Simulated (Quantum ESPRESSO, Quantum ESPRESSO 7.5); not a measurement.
# Au(100), 5 layers: parallel layout and speed

Which layout of ranks, pools and threads suits Au(100), 5 layers? The physics should not care; the clock does.

Main program and level: Quantum ESPRESSO 7.5; plane-wave DFT, PBE, GBRV ultrasoft pseudopotentials.

**1. The starting structure**

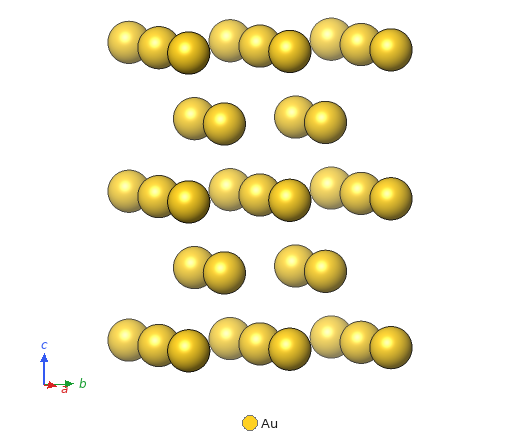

The cell as given, from the side, with the c axis up (gold yellow). 2×2×1 cells are drawn. Some periodic images of atoms are drawn too.

The cell holds 5 atoms: 5 Au. Its edges and angles: a = 2.885 Å, b = 2.885 Å, c = 24.160 Å, α = 90.0°, β = 90.0°, γ = 90.0°. It derives from Au. Vacuum lies along c.

**2. SCF with pw.x: 4 ranks, 4 pools, 1 thread a rank**

The first run is the reference of the series.

Contents of c0.in:

```
&control
  prefix = 'c0'
  outdir = './out'
  pseudo_dir = './pseudo'
  calculation = 'scf'
  tprnfor = .true.
/
&system
  ibrav = 0
  nat = 5
  ntyp = 1
  ecutwfc = 40
  ecutrho = 200
  occupations = 'smearing'
  smearing = 'mv'
  degauss = 0.02
  assume_isolated = 'esm'
  esm_bc = 'bc1'
/
&electrons
  conv_thr = 1e-07
  mixing_beta = 0.4
  electron_maxstep = 120
  mixing_mode = 'local-TF'
/
ATOMIC_SPECIES
  Au  196.9666  au_pbe_v1.uspp.F.UPF
CELL_PARAMETERS angstrom
  2.88499566724111 0.00000000000000 0.00000000000000
  0.00000000000000 2.88499566724111 0.00000000000000
  0.00000000000000 0.00000000000000 24.16000000000000
ATOMIC_POSITIONS crystal
  Au  0.000000000000 0.000000000000 -0.168874172185
  Au  0.500000000000 0.500000000000 -0.084437086093
  Au  0.000000000000 0.000000000000 0.000000000000
  Au  0.500000000000 0.500000000000 0.084437086093
  Au  0.000000000000 0.000000000000 0.168874172185
K_POINTS automatic
  8 8 1 0 0 0
```

On the command line:

```sh
$ OMP_NUM_THREADS=1 mpirun -n 4 pw.x -nk 4 -in c0.in > c0.out
```

The program printed:

```text
Program PWSCF v.7.5 starts
[citation notice left out]

     Parallel version (MPI & OpenMP), running on       4 processor cores
     Number of MPI processes:                 4
     Threads/MPI process:                     1

     MPI processes distributed on     1 nodes
[...]
Current dimensions of program PWSCF are:
     Max number of different atomic species (ntypx) = 10
     Max number of k-points (npk) =  40000
     Max angular momentum in pseudopotentials (lmaxx) =  4
     Message from routine setup:
     using ibrav=0 with symmetry is DISCOURAGED, use correct ibrav instead

     K-points division:     npool     =       4
     Subspace diagonalization in iterative solution of the eigenvalue problem:
     a serial algorithm will be used

     G-vector sticks info
     --------------------
     sticks:   dense  smooth     PW     G-vecs:    dense   smooth      PW
     Sum         481     373    121                64925    46235    8335

     Using Slab Decomposition

     bravais-lattice index     =            0
     lattice parameter (alat)  =       5.4519  a.u.
     unit-cell volume          =    1357.0125 (a.u.)^3
     number of atoms/cell      =            5
     number of atomic types    =            1
     number of electrons       =        55.00
     number of Kohn-Sham states=           34
     kinetic-energy cutoff     =      40.0000  Ry
     charge density cutoff     =     200.0000  Ry
     scf convergence threshold =      1.0E-07
     mixing beta               =       0.4000
     number of iterations used =            8  local-TF  mixing
     Exchange-correlation= SLA  PW   PBE  PBE
                           (   1   4   3   4   0   0   0)

     Effective Screening Medium Method
     =================================
     Boundary Conditions: Vacuum-Slab-Vacuum
     total charge in unit cell        =   0.0000
     grid points for fit at edges     =        4

     celldm(1)=   5.451852  celldm(2)=   0.000000  celldm(3)=   0.000000
     celldm(4)=   0.000000  celldm(5)=   0.000000  celldm(6)=   0.000000

     crystal axes: (cart. coord. in units of alat)
               a(1) = (   1.000000   0.000000   0.000000 )
               a(2) = (   0.000000   1.000000   0.000000 )
               a(3) = (   0.000000   0.000000   8.374363 )

     reciprocal axes: (cart. coord. in units 2 pi/alat)
               b(1) = (  1.000000  0.000000  0.000000 )
               b(2) = (  0.000000  1.000000  0.000000 )
               b(3) = (  0.000000  0.000000  0.119412 )

     PseudoPot. # 1 for Au read from file:
     ./pseudo/au_pbe_v1.uspp.F.UPF
     Pseudo is Ultrasoft + core correction, Zval = 11.0
     Generated by new atomic code, or converted to UPF format
     Using radial grid of  985 points,  7 beta functions with:
                l(1) =   0
                l(2) =   0
                l(3) =   1
                l(4) =   1
                l(5) =   2
                l(6) =   2
                l(7) =   3
     Q(r) pseudized with  6 coefficients,  rinner =    1.900   1.900   1.900
                                                       1.900   1.900   1.900
                                                       1.900

     atomic species   valence    mass     pseudopotential
     Au               11.00   196.96660     Au( 1.00)

     16 Sym. Ops., with inversion, found

   Cartesian axes

     site n.     atom                  positions (alat units)
         1        Au     tau(   1) = (   0.0000000   0.0000000  -1.4142136  )
         2        Au     tau(   2) = (   0.5000000   0.5000000  -0.7071068  )
         3        Au     tau(   3) = (   0.0000000   0.0000000   0.0000000  )
         4        Au     tau(   4) = (   0.5000000   0.5000000   0.7071068  )
         5        Au     tau(   5) = (   0.0000000   0.0000000   1.4142136  )

     number of k points=    15  Marzari-Vanderbilt smearing, width (Ry)=  0.0200
                       cart. coord. in units 2pi/alat
        k(    1) = (   0.0000000   0.0000000   0.0000000), wk =   0.0312500
        k(    2) = (   0.0000000   0.1250000   0.0000000), wk =   0.1250000
        k(    3) = (   0.0000000   0.2500000   0.0000000), wk =   0.1250000
        k(    4) = (   0.0000000   0.3750000   0.0000000), wk =   0.1250000
        k(    5) = (   0.0000000  -0.5000000   0.0000000), wk =   0.0625000
        k(    6) = (   0.1250000   0.1250000   0.0000000), wk =   0.1250000
        k(    7) = (   0.1250000   0.2500000   0.0000000), wk =   0.2500000
        k(    8) = (   0.1250000   0.3750000   0.0000000), wk =   0.2500000
        k(    9) = (   0.1250000  -0.5000000   0.0000000), wk =   0.1250000
        k(   10) = (   0.2500000   0.2500000   0.0000000), wk =   0.1250000
[...]
k(   15) = (  -0.5000000  -0.5000000   0.0000000), wk =   0.0312500

     Dense  grid:    64925 G-vectors     FFT dimensions: (  25,  25, 216)

     Smooth grid:    46235 G-vectors     FFT dimensions: (  24,  24, 192)

     Estimated max dynamical RAM per process >     155.27 MB

     Estimated total dynamical RAM >     573.52 MB

     Check: negative core charge=   -0.000007

     Initial potential from superposition of free atoms

     starting charge      54.9994, renormalised to      55.0000

     negative rho (up, down):  6.062E-05 0.000E+00
     Starting wfcs are   45 randomized atomic wfcs

     total cpu time spent up to now is        3.2 secs

     per-process dynamical memory:    64.5 Mb

     Self-consistent Calculation

     iteration #  1     ecut=    40.00 Ry     beta= 0.40
     Davidson diagonalization with overlap
     ethr =  1.00E-02,  avg # of iterations =  6.3

     Threshold (ethr) on eigenvalues was too large:
     Diagonalizing with lowered threshold

     Davidson diagonalization with overlap
     c_bands:  2 eigenvalues not converged
     ethr =  4.26E-04,  avg # of iterations =  7.1

     negative rho (up, down):  2.318E-03 0.000E+00

     total cpu time spent up to now is        8.4 secs

     total energy              =    -574.85881813 Ry
     estimated scf accuracy    <       0.26410161 Ry

     iteration #  2     ecut=    40.00 Ry     beta= 0.40
[...]
negative rho (up, down):  7.967E-03 0.000E+00

[...]
total energy              =    -574.82201915 Ry
     estimated scf accuracy    <       0.11059030 Ry

     iteration #  3     ecut=    40.00 Ry     beta= 0.40
[...]
c_bands:  2 eigenvalues not converged
[...]
negative rho (up, down):  7.775E-03 0.000E+00

[...]
negative rho (up, down):  2.610E-03 0.000E+00

[...]
total energy              =    -574.86989842 Ry
     estimated scf accuracy    <       0.00007492 Ry

     iteration #  9     ecut=    40.00 Ry     beta= 0.40
[...]
negative rho (up, down):  1.656E-03 0.000E+00

[...]
total energy              =    -574.87001221 Ry
     estimated scf accuracy    <       0.00011225 Ry

     iteration # 10     ecut=    40.00 Ry     beta= 0.40
[...]
negative rho (up, down):  6.461E-04 0.000E+00

[...]
total energy              =    -574.87032189 Ry
     estimated scf accuracy    <       0.00003608 Ry

     iteration # 11     ecut=    40.00 Ry     beta= 0.40
[...]
negative rho (up, down):  6.185E-04 0.000E+00

[...]
total energy              =    -574.87034271 Ry
     estimated scf accuracy    <       0.00005754 Ry

     iteration # 12     ecut=    40.00 Ry     beta= 0.40
[...]
negative rho (up, down):  3.439E-04 0.000E+00

[...]
total energy              =    -574.87046998 Ry
     estimated scf accuracy    <       0.00007386 Ry

     iteration # 13     ecut=    40.00 Ry     beta= 0.40
[...]
negative rho (up, down):  9.459E-05 0.000E+00

[...]
total energy              =    -574.87067440 Ry
     estimated scf accuracy    <       0.00001202 Ry

     iteration # 14     ecut=    40.00 Ry     beta= 0.40
[...]
negative rho (up, down):  1.061E-04 0.000E+00

[...]
total energy              =    -574.87061360 Ry
     estimated scf accuracy    <       0.00001512 Ry

     iteration # 15     ecut=    40.00 Ry     beta= 0.40
[...]
negative rho (up, down):  1.727E-04 0.000E+00

[...]
total energy              =    -574.87053968 Ry
     estimated scf accuracy    <       0.00007722 Ry

     iteration # 16     ecut=    40.00 Ry     beta= 0.40
[...]
negative rho (up, down):  9.663E-05 0.000E+00

[...]
total energy              =    -574.87060276 Ry
     estimated scf accuracy    <       0.00002004 Ry

     iteration # 17     ecut=    40.00 Ry     beta= 0.40
[...]
negative rho (up, down):  7.736E-05 0.000E+00

[...]
total energy              =    -574.87063042 Ry
     estimated scf accuracy    <       0.00005227 Ry

     iteration # 18     ecut=    40.00 Ry     beta= 0.40
[...]
negative rho (up, down):  4.996E-05 0.000E+00

[...]
total energy              =    -574.87063183 Ry
     estimated scf accuracy    <       0.00005177 Ry

     iteration # 19     ecut=    40.00 Ry     beta= 0.40
[...]
negative rho (up, down):  5.519E-05 0.000E+00

[...]
total energy              =    -574.87064883 Ry
     estimated scf accuracy    <       0.00000222 Ry

     iteration # 20     ecut=    40.00 Ry     beta= 0.40
[...]
negative rho (up, down):  7.447E-05 0.000E+00

[...]
total energy              =    -574.87061785 Ry
     estimated scf accuracy    <       0.00000586 Ry

     iteration # 21     ecut=    40.00 Ry     beta= 0.40
[...]
negative rho (up, down):  1.003E-04 0.000E+00

[...]
total energy              =    -574.87058315 Ry
     estimated scf accuracy    <       0.00000397 Ry

     iteration # 22     ecut=    40.00 Ry     beta= 0.40
[...]
negative rho (up, down):  9.284E-05 0.000E+00

[...]
total energy              =    -574.87059242 Ry
     estimated scf accuracy    <       0.00000050 Ry

     iteration # 23     ecut=    40.00 Ry     beta= 0.40
[...]
negative rho (up, down):  9.503E-05 0.000E+00

[...]
End of self-consistent calculation

          k = 0.0000 0.0000 0.0000 (  5835 PWs)   bands (ev):

   -14.5513 -13.4085 -12.1950 -11.7304 -11.7066 -11.5161 -11.2257 -10.5992
   -10.0465  -9.8187  -9.5801  -9.5801  -8.9612  -8.9612  -8.8051  -8.6086
    -8.2936  -8.1731  -8.1274  -8.1274  -7.8534  -7.5537  -7.4559  -7.3012
    -7.3012  -7.0632  -7.0049  -6.8419  -6.8419  -5.1588  -3.7982  -1.0307
    -0.4621   0.1958

          k = 0.0000 0.1250 0.0000 (  5839 PWs)   bands (ev):

   -14.2063 -13.1133 -11.9722 -11.5356 -11.4672 -11.3250 -10.9946 -10.4421
    -9.9898  -9.6662  -9.5965  -9.5130  -9.3767  -9.0412  -8.9347  -8.4784
    -8.4535  -8.3707  -8.2945  -8.2345  -7.8348  -7.7037  -7.6578  -7.5290
    -7.2438  -7.2086  -7.0462  -6.8248  -6.5387  -4.4907  -2.8920  -0.7563
    -0.1573   0.4006

          k = 0.0000 0.2500 0.0000 (  5809 PWs)   bands (ev):

   -13.2984 -12.5131 -11.7466 -11.2457 -11.1546 -10.7539 -10.2082  -9.9437
    -9.6692  -9.6258  -9.5235  -9.4058  -9.3089  -9.2714  -9.2220  -8.8430
    -8.7417  -8.6058  -8.5768  -8.1091  -7.9508  -7.8936  -7.8870  -7.5034
    -7.2351  -7.2338  -6.9801  -6.9537  -5.5059  -3.2329  -1.1464  -0.3375
     0.1859   0.6991

          k = 0.0000 0.3750 0.0000 (  5807 PWs)   bands (ev):

   -12.3473 -12.2157 -11.7413 -11.1791 -10.9105 -10.1588  -9.9909  -9.8654
    -9.7143  -9.5344  -9.5179  -9.3892  -9.3602  -8.9898  -8.9890  -8.9224
    -8.8830  -8.3585  -8.0486  -7.9417  -7.7651  -7.4734  -7.3122  -7.2157
    -7.1064  -7.0296  -7.0014  -6.4664  -4.2679  -2.9289  -1.9445  -1.8829
     0.0184   0.6132

          k = 0.0000-0.5000 0.0000 (  5790 PWs)   bands (ev):

   -12.1797 -12.1554 -11.5601 -11.2630 -10.6659  -9.9945  -9.9611  -9.9097
    -9.7632  -9.6432  -9.6241  -9.6192  -9.3193  -9.1517  -8.9316  -8.7974
    -8.4876  -8.3832  -7.9328  -7.5776  -7.5767  -7.3120  -7.1698  -7.1454
    -7.0624  -5.5727  -5.3510  -5.2686  -4.9720  -4.9679  -2.7817  -2.4437
    -0.6789   0.1386

          k = 0.1250 0.1250 0.0000 (  5834 PWs)   bands (ev):

   -13.8637 -12.8032 -11.6843 -11.3255 -11.2604 -10.9891 -10.9152 -10.4074
   -10.1134  -9.5199  -9.5018  -9.5000  -9.4351  -9.2975  -9.0263  -8.7404
    -8.5201  -8.4262  -8.2988  -8.2078  -8.1554  -7.9620  -7.5497  -7.4381
    -7.4211  -7.3639  -7.0389  -6.8654  -6.0066  -3.9735  -2.2261  -0.4851
     0.1517   0.5969

[...]
the Fermi energy is    -5.0423 ev

!    total energy              =    -574.87059068 Ry
     estimated scf accuracy    <       0.00000009 Ry
     smearing contrib. (-TS)   =      -0.00104235 Ry
     internal energy E=F+TS    =    -574.86954833 Ry

     The total energy is F=E-TS. E is the sum of the following terms:
     one-electron contribution =    8186.38310620 Ry
     hartree contribution      =   -4065.65469599 Ry
     xc contribution           =    -311.19163284 Ry
     ewald contribution        =   -4384.40632571 Ry

     convergence has been achieved in  23 iterations

     negative rho (up, down):  9.503E-05 0.000E+00

     Forces acting on atoms (cartesian axes, Ry/au):

     atom    1 type  1   force =     0.00000000    0.00000000   -0.01397756
     atom    2 type  1   force =     0.00000000    0.00000000   -0.00401793
     atom    3 type  1   force =     0.00000000    0.00000000    0.00000000
     atom    4 type  1   force =     0.00000000    0.00000000    0.00401793
     atom    5 type  1   force =     0.00000000    0.00000000    0.01397756

     Total force =     0.020568     Total SCF correction =     0.001938

[...]
=------------------------------------------------------------------------------=
   JOB DONE.
=------------------------------------------------------------------------------=
[...]
```

Run time: 79 s. Hardware: 4 MPI ranks of Intel Xeon Platinum 8259CL at 2.50GHz (Skylake/Cascade Lake), shared host; peak memory 0.75 GiB; 5.3 min of CPU time.

Numbers from this step:

| Item | Value |
| --- | --- |
| free energy | -7821.5128 eV |
| Fermi energy | -5.042 eV |
| vacuum line at the lower end of the cell, over the Fermi level | 5.042 eV |
| vacuum line at the upper end of the cell, over the Fermi level | 5.042 eV |

The potential energy, planar mean oscillates, so the rows of the table below give means over windows of 1.01 Å about each position, cut where the curve ends. Its maxima inside the range that stand out by 2 % of the span (Å: eV): -4.1: -1.00, -3.1: -1.33, -2.0: -1.45, -1.0: -1.50, 0.0: -1.40, 1.0: -1.50, 2.0: -1.45, 3.1: -1.33, 4.1: -1.00. Its minima: -4.5: -1.61, -3.6: -2.02, -2.6: -2.37, -1.6: -2.39, -0.5: -2.37, 0.5: -2.37, 1.6: -2.39, 2.6: -2.37, 3.6: -2.02, 4.5: -1.61.

Electrostatic potential energy of an electron; zero at the Fermi level. Table of potential energy, planar mean by z; means over each step:

```csv
z (Å),"potential energy, planar mean (eV)"
-11.57,5.04
-10.56,5.04
-9.55,5.04
-8.54,5.04
-7.54,5.04
-6.53,4.95
-5.52,3.61
-4.51,-0.941
-3.50,-1.61
-2.49,-1.90
-1.48,-1.93
-0.47,-1.91
0.54,-1.92
1.55,-1.93
2.56,-1.89
3.57,-1.58
4.58,-0.745
5.59,3.88
6.60,4.97
7.61,5.04
8.62,5.04
9.63,5.04
10.64,5.04
11.65,5.04
```

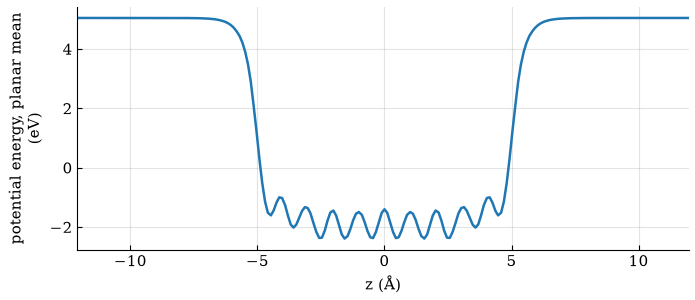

Potential energy, planar mean, plotted against z.

The program's own clock; routines nest. Time by routine:

| routine | wall time (s) | calls |
| --- | --- | --- |
| PWSCF | 78.49 | 1 |
| electrons | 74.68 | 1 |
| c_bands | 52.06 | 24 |
| cegterg | 44.69 | 96 |
| h_psi | 34.18 | 657 |
| vloc_psi | 28.19 | 657 |
| fftw | 27.49 | 28350 |
| sum_band | 9.31 | 24 |
| mix_rho | 7.86 | 24 |
| ffts | 4.11 | 2716 |
| newd | 3.97 | 24 |
| calbec | 3.96 | 769 |
| h_psi:calbec | 3.15 | 657 |
| init_run | 3.12 | 1 |

The vacuum levels are read from the outermost 0.7 Å of the cell on either side.

The run needed 23 iterations to bring the estimated error under 1e-07 Ry; the largest force on any atom, held or free, is 0.36 eV/Å.

Inside the slab this potential holds the local part of the pseudopotentials, which can be repulsive at the nuclei; only its value in the vacuum has a meaning of its own.

(Part 1 of 3 ends here.)

[Logs are printed without paths, hosts, clocks, repeated set-up lines and the standing remarks that a program may print on its own settings, such as how far it seeks lower states.]

[Hosts, paths, dates, database ids (printed as entryN), source tags and the programs' standing remarks are cut or masked in the printed files.]

[Maps of the electrostatic potential energy from Ansatz leave out the sawtooth potential of an applied field or a dipole correction, so their vacuum need not be flat; planar profiles and work functions include it.]
